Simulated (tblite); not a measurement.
# Molecular dynamics, with input and output: C5H9N (part 1 of 2)

System: C5H9N, SMILES CCCCC#N.
Method: GFN2-xTB Langevin dynamics, gas phase (tblite 0.8.0).

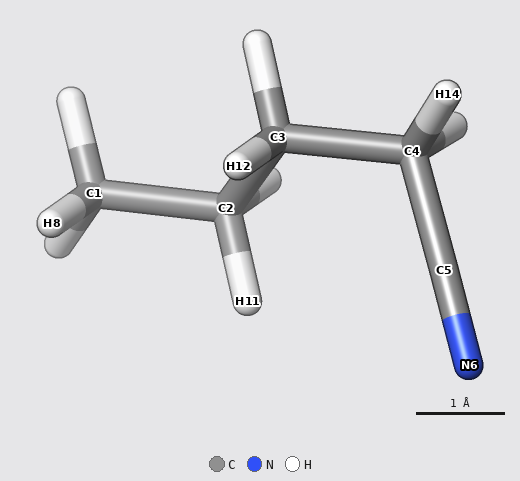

Figure 1. The starting structure (stick view, seen at a tilt; atoms are numbered from 1 in the order of the input). Bond lengths as drawn: C–C 1.44 to 1.53 Å, C–H 1.09 Å and C–N 1.14 Å.

### The input
```
{"job": {"dt": 1.5, "steps": 5000, "equilibration": 400, "friction": 0.005, "h_mass": 4.0, "temperature": 600, "xc": "GFN2-xTB", "basis": "xTB", "kind": "md"}, "charge": 0, "multiplicity": 1}
C     -2.101953    -0.281236    -0.060904
C     -0.663966    -0.262336    -0.563550
C      0.241618     0.550827     0.358774
C      1.689687     0.589242    -0.147025
C      2.277736    -0.725751    -0.146006
N      2.736415    -1.772823    -0.135226
H     -2.732829    -0.856532    -0.733740
H     -2.155043    -0.731712     0.927714
H     -2.499023     0.730062     0.001466
H     -0.637213     0.166722    -1.568645
H     -0.285863    -1.285251    -0.628816
H      0.220951     0.118681     1.362025
H     -0.130410     1.575888     0.426583
H      2.299061     1.234954     0.492007
H      1.723177     0.981221    -1.167971
```

The first line tells a small driver script what to run in tblite; the rest is the geometry in Å.

Launched with:
```bash
OMP_NUM_THREADS=1 python <driver script> task.json out
```

### Log
```
t/fs     T/K   E - E0/eV
     0.0    546.3    -0.0000
   337.5    406.9     0.8208
   675.0    681.3     0.8204
  1012.5    612.3     0.9206
  1350.0    576.7     1.1865
  1687.5    584.0     0.9917
  2025.0    714.9     0.9763
  2362.5    718.2     1.5118
  2700.0    490.6     0.9680
  3037.5    720.0     0.9322
  3375.0    481.2     1.3921
  3712.5    802.6     0.9703
  4050.0    542.2     1.0042
  4387.5    890.6     0.8782
  4725.0    461.3     0.8500
  5062.5    514.7     1.1948
  5400.0    527.8     1.1183
  5737.5    652.8     1.7825
  6075.0    906.3     1.6633
  6412.5    558.8     0.8215
  6750.0    699.2     1.0325
  7087.5    586.5     0.9439
  7425.0    585.4     0.9842
  7762.5    686.8     0.6924
  8100.0    596.4     0.8953
```

### Trajectory as extended XYZ (Å, eV, eV/Å), 25 frames, from step=0 to step=5400
```
15
Properties=species:S:1:pos:R:3:forces:R:3 step=0 time_fs=0.0 energy=-494.72791 temperature=546.3
C    -2.1020   -0.2812   -0.0609    0.0000   0.0000   0.0010
C    -0.6640   -0.2623   -0.5635   -0.0010   0.0010   0.0000
C     0.2416    0.5508    0.3588   -0.0010   0.0000  -0.0010
C     1.6897    0.5892   -0.1470    0.0010   0.0000   0.0000
C     2.2777   -0.7258   -0.1460    0.0000  -0.0020  -0.0010
N     2.7364   -1.7728   -0.1352   -0.0010  -0.0010   0.0010
H    -2.7328   -0.8565   -0.7337    0.0010  -0.0010   0.0010
H    -2.1550   -0.7317    0.9277    0.0010   0.0000   0.0010
H    -2.4990    0.7301    0.0015    0.0000  -0.0010   0.0000
H    -0.6372    0.1667   -1.5686    0.0000   0.0010   0.0000
H    -0.2859   -1.2853   -0.6288    0.0010   0.0030  -0.0010
H     0.2210    0.1187    1.3620    0.0000   0.0010  -0.0010
H    -0.1304    1.5759    0.4266   -0.0020  -0.0010   0.0010
H     2.2991    1.2350    0.4920    0.0010   0.0000   0.0010
H     1.7232    0.9812   -1.1680    0.0000  -0.0010   0.0000
15
Properties=species:S:1:pos:R:3:forces:R:3 step=225 time_fs=337.5 energy=-493.90713 temperature=406.9
C    -1.7211   -0.7394   -0.4456   -0.9040   2.3340  -0.0790
C    -0.2571   -0.3143   -0.2469   -0.6990  -0.2690  -0.2430
C    -0.1758    0.8890    0.6982   -0.4580   1.6940  -2.7250
C     1.3038    1.3868    0.7697   -0.7050  -1.9680  -0.9760
C     2.1108    0.1994    1.1039   -0.2340   0.1380  -0.1000
N     2.6108   -0.7882    1.4129   -0.1050   0.8180  -0.2060
H    -2.0120   -1.2576   -1.3246    0.6850  -1.3570  -0.4580
H    -2.1006   -1.1554    0.4548   -0.2860  -0.7540   0.4850
H    -2.4117    0.1488   -0.6356    1.0580  -0.1730   0.5960
H     0.2201   -0.2674   -1.2399   -0.0010   0.6040   0.5530
H     0.2951   -0.9807    0.3782    0.1410  -1.5840  -0.3500
H    -0.5575    0.5606    1.6316   -0.2530   0.0610   0.8810
H    -0.8873    1.6724    0.2226    1.2480  -0.5840   1.1440
H     1.4297    2.0772    1.5433    0.2180   1.2500   1.0600
H     1.5417    1.8128   -0.2169    0.2940  -0.2110   0.4160
15
Properties=species:S:1:pos:R:3:forces:R:3 step=450 time_fs=675.0 energy=-493.90746 temperature=681.3
C    -2.2352   -0.9750   -1.0777    0.5900  -1.8840  -0.7450
C    -0.9076   -0.3415   -0.7337    0.0780   0.1950   2.1320
C    -0.9797    1.0600   -0.0922   -1.1780   1.3040   1.0560
C     0.3236    1.4359    0.5896    2.1520  -0.6170   2.0060
C     0.9676    0.3383    1.3862   -1.4800   1.6790  -1.5210
N     1.5798   -0.4943    1.8498    0.6200  -0.9640   0.8330
H    -2.9894   -0.2786   -0.9689   -1.6340   1.3490  -0.0530
H    -2.2352   -1.3969   -2.0960    0.0400   0.5430   0.1280
H    -2.5196   -1.8541   -0.4894    0.3780   0.3140   0.4150
H    -0.3301   -0.1687   -1.5858    1.1180  -0.4160  -1.3770
H    -0.3848   -0.9922    0.0341   -0.2740   0.6250  -1.0690
H    -1.7664    1.0593    0.7393    0.7400  -0.0470  -1.0200
H    -1.2207    1.9846   -0.7459    0.0750  -1.8090   0.4190
H     0.2370    2.2738    1.3365   -0.2540  -0.4870  -0.8030
H     1.2276    1.6622   -0.0247   -0.9700   0.2150  -0.4020
15
Properties=species:S:1:pos:R:3:forces:R:3 step=675 time_fs=1012.5 energy=-493.80726 temperature=612.3
C    -1.4534   -1.4363   -1.2724   -0.3660   0.5810  -0.4560
C    -0.5108   -0.2933   -0.8340   -0.6250  -0.7160   0.0730
C    -1.0911    0.5317    0.3439    0.5960   0.7870   0.1380
C     0.1557    1.4659    0.7376   -2.6920  -0.0050   1.1340
C     1.1901    0.7393    1.4111    2.0920  -0.3700  -0.2440
N     2.1743    0.2599    1.7940   -1.8190   0.5650  -0.2930
H    -2.1978   -1.5537   -0.4733   -0.5210   0.3200  -0.9480
H    -1.7977   -1.2859   -2.3650   -0.0480  -0.2340   2.0970
H    -0.9595   -2.3678   -1.2316    0.8250  -1.0340  -0.2990
H    -0.4899    0.3605   -1.7246    0.7230  -0.0080   0.6940
H     0.4913   -0.7086   -0.5500   -0.7870   0.5230  -0.4200
H    -1.5436    0.0120    1.2941    1.1310   0.5330  -1.9300
H    -1.9014    1.1687   -0.1109    0.6560  -0.4380   0.7720
H    -0.2561    2.2223    1.4583    0.4710  -0.3390  -0.4200
H     0.4716    1.9886   -0.1617    0.3650  -0.1650   0.1010
15
Properties=species:S:1:pos:R:3:forces:R:3 step=900 time_fs=1350.0 energy=-493.54143 temperature=576.7
C    -1.0359   -1.4200   -1.0693   -0.7760   1.8510  -0.3580
C     0.1987   -0.4691   -1.1352   -2.5570  -0.4920  -2.8010
C    -0.2985    0.9188   -0.8007    3.3630  -0.0250   0.4180
C     0.8991    1.9417   -0.8896   -0.6090   0.6200   0.0600
C     1.7045    2.2852    0.3156   -4.4430  -2.0940  -5.3170
N     2.4079    2.7646    1.0212    3.4260   1.9960   3.9540
H    -1.2916   -1.9239   -1.9881    0.0040   0.2450  -0.3230
H    -0.8105   -2.1286   -0.3803    0.5860  -2.4420   1.9970
H    -1.9474   -0.9268   -0.6472    0.6720  -0.1050  -0.6930
H     0.5273   -0.5475   -2.1722    0.1500   0.4570  -0.3660
H     0.9947   -0.8760   -0.6115    1.2320  -0.1930   1.6590
H    -0.7272    0.7706    0.1354   -0.2000   0.5040   2.3540
H    -1.1187    1.2220   -1.3560   -1.0780   0.5580  -1.8350
H     0.4935    2.8832   -1.3621    0.3110  -0.4390   0.9740
H     1.6268    1.6327   -1.6534   -0.0820  -0.4410   0.2780
15
Properties=species:S:1:pos:R:3:forces:R:3 step=1125 time_fs=1687.5 energy=-493.73625 temperature=584.0
C    -1.1562   -0.8878   -1.0623   -0.1870   1.9980  -2.1320
C     0.2376   -0.2784   -1.2180   -0.1490   0.1190   1.9740
C     0.1870    1.2363   -1.0681   -2.7950   0.1730  -1.8610
C     1.5273    1.8137   -0.6816    0.2890   0.5120   0.3920
C     1.5964    3.1235   -1.3393   -0.2520  -1.4830   1.0260
N     1.4089    4.0469   -1.9768    0.2420   0.7790  -0.2900
H    -1.4315   -0.7315   -0.0406   -0.3650  -0.8770   0.3470
H    -1.8541   -0.2383   -1.6593    0.2540  -0.7480   0.3020
H    -1.1068   -1.8431   -1.5441   -0.5510  -0.6660   0.6510
H     0.7669   -0.5299   -2.1440   -0.1160  -0.2100   0.5310
H     0.6753   -0.6195   -0.2727    1.1140  -0.4410  -0.6170
H    -0.6487    1.6107   -0.4343    0.7810  -0.5590   0.4540
H    -0.3172    1.4977   -2.0731    1.5690   0.5970   0.7610
H     2.2933    1.1504   -1.0983    0.1690   0.2850   0.0630
H     1.6233    1.7791    0.4636   -0.0040   0.5210  -1.6020
15
Properties=species:S:1:pos:R:3:forces:R:3 step=1350 time_fs=2025.0 energy=-493.75156 temperature=714.9
C    -1.9577   -1.1086   -2.0719    0.4830   0.7350   1.0610
C    -0.6430   -0.6991   -1.3713    0.8760  -0.6700   1.5830
C    -0.1014    0.6495   -1.9212   -3.6170  -2.5230  -0.0060
C     1.1686    1.0533   -1.3892    2.2610  -1.5740   1.4910
C     1.2326    2.4184   -1.7172    1.2510   0.5670   0.8460
N     1.3028    3.5491   -1.8260   -0.1240   0.8170  -0.4500
H    -2.4138   -0.1414   -2.2475   -0.6520  -0.2020  -0.5340
H    -1.7964   -1.6838   -2.9964   -0.1000   0.3980   0.5730
H    -2.5756   -1.6421   -1.3497    0.0030  -0.2120  -0.4030
H     0.0918   -1.4973   -1.5925   -0.0530   0.3660   0.3310
H    -0.6927   -0.6214   -0.1855   -0.3320  -0.2700  -2.2220
H    -0.8821    1.3733   -1.6778    0.0690   0.2780  -0.1920
H    -0.1087    0.4200   -2.9377    0.1590   0.4190  -2.1330
H     2.0566    0.4022   -1.6866   -0.9100   1.0040  -0.0970
H     1.0271    0.8238   -0.3162    0.6900   0.8690   0.1540
15
Properties=species:S:1:pos:R:3:forces:R:3 step=1575 time_fs=2362.5 energy=-493.21611 temperature=718.2
C    -2.2059   -0.7839   -3.2168    1.1260  -0.2970  -1.6390
C    -0.9065   -1.0352   -2.3822   -2.3850  -1.9910  -0.3810
C     0.3823   -0.7445   -3.1501   -1.4870   2.6350   0.5950
C     1.4057   -0.4197   -2.0799    1.4220  -2.2550   3.2140
C     1.3241    0.7894   -1.2352   -2.9350   2.4480  -0.5620
N     0.8971    1.7924   -0.7842    1.9720  -3.2600  -1.0440
H    -2.3543    0.0955   -3.8840    0.8400  -0.0910   0.9190
H    -2.0881   -1.6071   -3.9086   -0.8980  -0.2490  -0.5980
H    -3.1120   -0.8703   -2.6712   -0.4290  -0.3030   0.6810
H    -1.0333   -2.2054   -2.2037    0.6760   2.1810   0.2720
H    -1.0945   -0.5000   -1.4594    0.8700   0.0490   0.2200
H     0.1148    0.1990   -3.6739    0.5280  -0.2960  -0.1660
H     0.5755   -1.4916   -3.9009    0.5900  -0.2790   0.2590
H     2.4766   -0.6061   -2.2185   -0.0060   0.3700  -1.0390
H     1.2361   -1.3058   -1.3096    0.1180   1.3380  -0.7310
15
Properties=species:S:1:pos:R:3:forces:R:3 step=1800 time_fs=2700.0 energy=-493.75987 temperature=490.6
C    -2.4142   -0.9929   -3.3170    0.3840   1.9980   1.3630
C    -1.5018   -0.0823   -2.4519    1.4240  -2.0450   1.6620
C     0.0025   -0.6234   -2.6271   -0.7030   2.8840   0.6840
C     0.9186   -0.3284   -1.3995   -1.2930  -0.5530   1.3160
C     1.5092    0.9451   -1.0633   -4.5840  -5.6780  -1.9520
N     2.1030    1.8468   -0.8805    3.8910   6.2660   1.4660
H    -2.1935   -0.7240   -4.3336   -0.1500  -0.5480  -0.4580
H    -2.1593   -1.9912   -3.0028   -0.4530  -0.3180  -0.4960
H    -3.4282   -0.6815   -3.0455    0.0360  -0.5870  -0.3810
H    -1.7868   -0.2581   -1.3287    0.4330   0.5180  -1.8240
H    -1.5287    0.9701   -2.6823   -0.2180   0.1230  -0.0440
H     0.4405   -0.1239   -3.5177   -0.2320  -0.4250   0.4100
H     0.0014   -1.6749   -2.7453   -0.0650  -0.8930  -0.1930
H     1.8459   -0.8191   -1.5949    0.6230  -1.2590   0.0280
H     0.4063   -0.7372   -0.4281    0.9070   0.5160  -1.5800
15
Properties=species:S:1:pos:R:3:forces:R:3 step=2025 time_fs=3037.5 energy=-493.79571 temperature=720.0
C    -2.2362    0.1053   -2.5967   -0.5190   0.5720  -0.2770
C    -1.8122   -0.0081   -1.1385   -0.5220  -0.3750   0.1300
C    -0.5041   -0.7308   -0.8776    0.6160  -1.6200   0.0740
C     0.6318    0.2663   -0.3987   -0.9010   0.0590  -0.2230
C     0.4792    1.4409   -1.2864    0.2360   0.6610  -1.1130
N     0.3123    2.2790   -2.0767    0.4750  -1.7090   1.8720
H    -1.6580    0.7817   -3.2327    0.2870  -0.0350   0.5660
H    -2.3765   -0.7840   -3.1874    0.3950  -0.7960   0.3450
H    -3.2248    0.5171   -2.5368   -0.6780   0.5150  -0.1990
H    -2.6246   -0.5095   -0.5432    0.5140   0.4030  -0.7120
H    -1.7041    0.9928   -0.7403   -0.3310   0.3510   0.0520
H    -0.2130   -1.3113   -1.8685   -0.2600   0.9180   2.1810
H    -0.7716   -1.4470    0.0005    1.1670   0.6730  -1.5850
H     1.6774   -0.2027   -0.5022   -1.5530   0.8650   0.4540
H     0.3076    0.5864    0.6706    1.0740  -0.4840  -1.5670
15
Properties=species:S:1:pos:R:3:forces:R:3 step=2250 time_fs=3375.0 energy=-493.33584 temperature=481.2
C    -2.7517    0.4562   -1.5842   -0.9710   0.6150   0.2290
C    -1.9259   -0.0096   -0.3497    1.9760  -2.4280  -5.5450
C    -0.4703    0.5121   -0.6784    0.2870  -0.7100   1.7280
C    -0.3833    1.9716   -0.2708    0.2790   3.4480   0.1510
C     0.5705    2.9585   -0.9393   -0.7170  -2.3610   1.1170
N     1.4154    3.6332   -1.3070   -0.2140   0.2040  -0.2100
H    -3.2371    1.4302   -1.4496    0.6640   0.2630   0.2040
H    -2.1927    0.4734   -2.5117    0.4870   0.1790   0.1610
H    -3.6208   -0.1017   -1.8749   -0.4170  -1.1540   0.4980
H    -1.8130   -1.1908   -0.5045   -0.5170   2.2470   0.9440
H    -2.2980    0.3116    0.5432   -0.8030   0.4480   2.0890
H    -0.2187    0.3230   -1.7796   -0.0380   0.1750   1.8730
H     0.1552   -0.0087    0.1071    0.0710   0.0140  -1.5080
H    -0.1820    2.2379    0.8805   -0.5170  -1.0350  -2.1750
H    -1.3755    2.3971   -0.5500    0.4310   0.0940   0.4430
15
Properties=species:S:1:pos:R:3:forces:R:3 step=2475 time_fs=3712.5 energy=-493.75760 temperature=802.6
C    -2.7916   -1.5015   -1.0977   -2.5230   1.5450   1.0950
C    -1.8501   -0.9509   -0.0703   -0.1330  -0.2710   1.3240
C    -1.4155    0.5190   -0.3926    1.6070  -1.3140   0.3220
C    -2.4928    1.5659   -0.6034   -0.4310  -0.7750   0.7360
C    -1.8672    2.8373   -0.5641    0.4760   5.8880   1.6000
N    -1.5977    3.9795   -0.3685   -0.6680  -4.8090  -1.0820
H    -3.3838   -0.6214   -1.3177   -0.6620   0.1570  -0.5370
H    -2.4224   -1.8185   -1.9864    1.6520  -0.9750  -2.4170
H    -3.5573   -2.2241   -0.7994    0.5990  -0.1900   0.5640
H    -0.9534   -1.6151   -0.0445   -0.5210   0.7020   0.5510
H    -2.4819   -1.0165    0.8811    1.4060   0.3110  -0.7050
H    -0.7085    0.3982   -1.2541   -0.7550   0.4800   0.2890
H    -0.7766    0.9365    0.4233   -0.3340  -0.6800  -0.2200
H    -3.2679    1.4765    0.2324    0.8280   0.2760  -0.9910
H    -2.9589    1.5187   -1.5685   -0.5410  -0.3460  -0.5300
15
Properties=species:S:1:pos:R:3:forces:R:3 step=2700 time_fs=4050.0 energy=-493.72375 temperature=542.2
C    -3.1167   -1.1983   -1.2722    0.6960   0.1120  -3.2770
C    -4.0907   -0.7417   -0.2659   -0.5160   0.3220  -0.4370
C    -3.6435    0.6197    0.2353   -1.0710   1.0900   1.0120
C    -4.0460    1.8020   -0.7341   -0.8430   0.1170   0.3710
C    -3.8457    3.1991   -0.2931   -1.9790  -6.9650  -1.2530
N    -3.3195    4.1333   -0.0365    2.3140   5.7190   1.5890
H    -2.9070   -0.4476   -2.0890   -0.2560  -0.6410   0.7340
H    -2.2264   -1.3666   -0.7487    1.6660  -0.1430   0.4730
H    -3.3196   -2.1479   -1.7913   -0.4540   0.3110   0.2500
H    -3.9367   -1.5525    0.4429   -1.1800   0.4680   0.8100
H    -5.0851   -0.6112   -0.7059   -0.0870  -0.6010   0.4590
H    -2.5815    0.5912    0.3354    0.8050   0.2710   0.1750
H    -4.0736    0.7410    1.2802    0.3050   0.3880  -1.1910
H    -5.0670    1.6398   -1.1121   -0.0820   0.1310   0.5340
H    -3.4766    1.8439   -1.6529    0.6810  -0.5790  -0.2490
```
